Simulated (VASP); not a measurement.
Band structure of Pd (relaxed from the diamond structure, space group Fd-3m). These are r2SCAN meta-GGA, VASP's PBE PAW potentials (set 64) (plane waves; VASP) values and carry that method's errors.

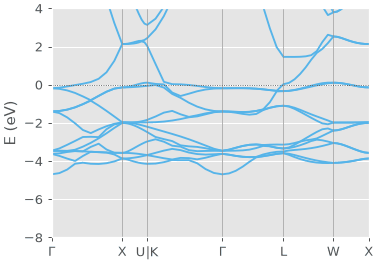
Bands along high-symmetry lines, zero at the valence-band maximum or, without a gap, the Fermi level

Task: Read the plot: is there a gap, and where are the band edges?

Result: It has no gap at this level: it comes out as a metal or semimetal.

The structure was generated: Pd was put into the diamond type (Fd-3m), which need not be its known phase. It was relaxed first, which changed the volume by +24 %.
